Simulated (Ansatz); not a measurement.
Input file:

```
crystal:
  periodic: [false, false, false]
  atoms:
    - {symbol: C, position_ang: [-0.900856, -0.157616, 0.636524]}
    - {symbol: W, position_ang: [0.837483, 0.080893, -0.497148]}
    - {symbol: F, position_ang: [2.215851, -0.881538, 0.273467]}
    - {symbol: S, position_ang: [0.293799, -0.591763, -2.427181]}
    - {symbol: S, position_ang: [1.157561, 2.171368, -0.520956]}
    - {symbol: H, position_ang: [-0.702739, 0.202946, 1.651528]}
    - {symbol: H, position_ang: [-1.156250, -1.222289, 0.659047]}
    - {symbol: H, position_ang: [-1.744849, 0.397998, 0.224718]}
basis:
  gaussian: {orbitals: def2-TZVPP}
hamiltonian: {xc: pbe0, dispersion: d4}
output: {orbitals: {seedname: orbitals}}
```

Command:

```sh
ansatz run in.yaml --threads 4 --pin off --events-out ev --progress --plain --max-ram 10444MiB
```

Geometry: PBE0-D4/def2-TZVP; core potentials replace the inner electrons of W.

Theory: Ansatz, RKS PBE0-D4/def2-TZVPP.

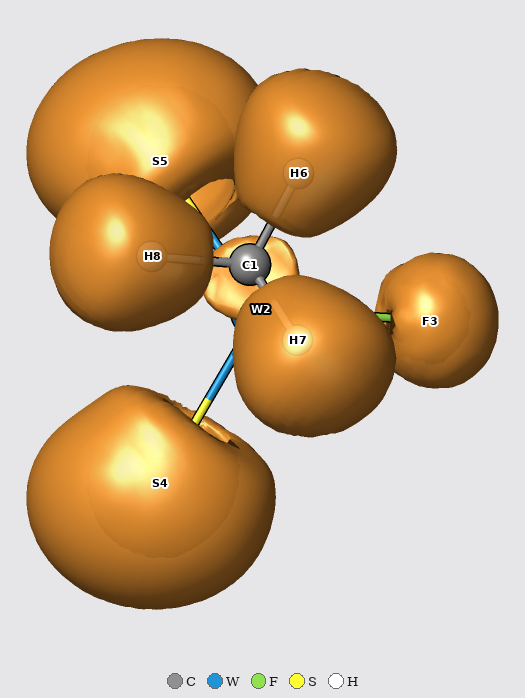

CH$_{3}$FS$_{2}$W (SMILES [CH3][W]([F])(=[S])=[S]). Isosurface of the electron localisation function at 0.8 (orange), seen at an oblique angle. Core shells and regions of very low density are left out.

**Identify the bonds, lone pairs and shells in this picture.**

The ELF exceeds this value in three regions around hydrogen nuclei, one lobe of the valence shell of C pointing towards W (polar bonds), two rings or bowls of non-bonding electrons around S and one region wrapped around F (its valence shell).

Values along the shortest contacts:
W–F (1.85 Å): the ELF peaks at about 0.80 in the valence shell of F, 0.5 Å from its nucleus, and drops to about 0.25 between the two atoms. C–W (2.09 Å): the ELF peaks at about 0.90 in the valence shell of C, 0.7 Å from its nucleus, and is about 0.60 at the midpoint.
